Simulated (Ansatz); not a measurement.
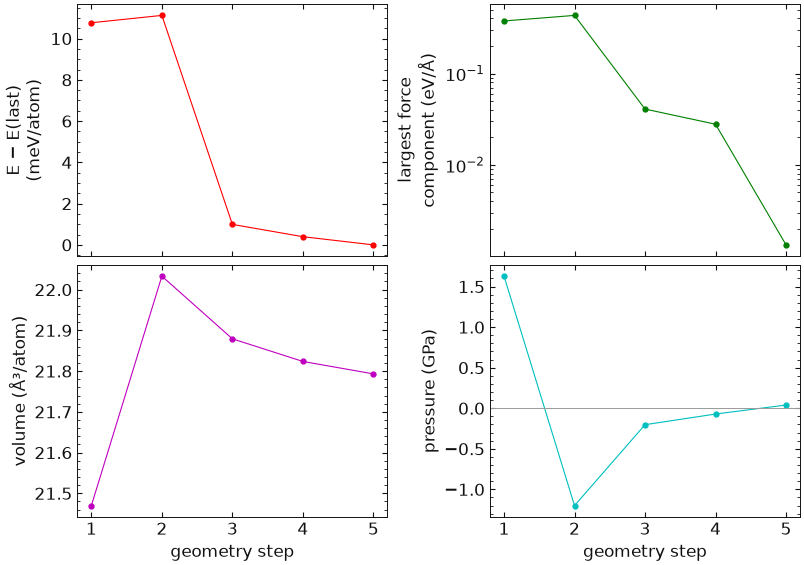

Source: calculation with Ansatz.

History of a geometry optimisation. Atoms and cell relax. A closing SCF on a freshly chosen basis isn't drawn.

```
crystal:
  lattice:
    - [1.9652977935, 1.1346652101, 6.4186357155]
    - [-1.9652977935, 1.1346652101, 6.4186357155]
    - [0.0, -2.2693304202, 6.4186357155]
  atoms:
    - { symbol: Li, position: [0.5, 0.5, 0.5] }
    - { symbol: Au, position: [0.0, 0.0, 0.0] }
    - { symbol: Br, position: [0.75, 0.75, 0.75] }
    - { symbol: Br, position: [0.25, 0.25, 0.25] }
basis:
  ecutwfc: 420
kpoints:
  mp_grid: { grid: [9, 9, 9] }
hamiltonian:
  xc: pbesol
scf:
  occupations: { method: gaussian, width: 0.02 }
output:
  forces: true
  stress: true
  eigenvalues: true
relax:
  adjacent_minimum: "off"
  f_tol: 0.005
  max_steps: 80
  cell: { stress_tol: 0.05 }
```

Q: How did the optimisation end?

A: The optimisation met its thresholds at geometry 5, counting the start as the first. The energy fell by about 11 meV/atom from the first step to the last. Step 2 went uphill and was rejected by the line search. The largest force component goes from about 0.38 eV/Å at the start to 1.3 × 10⁻³ eV/Å at the end.

Q: Was the starting cell too large or too small?

A: The volume grows from 21.47 to 21.79 Å³ per atom (+1.5 %), overshooting to 22.03 at step 2, as the pressure goes from 1.6 GPa to about 0 GPa. The start was compressed.
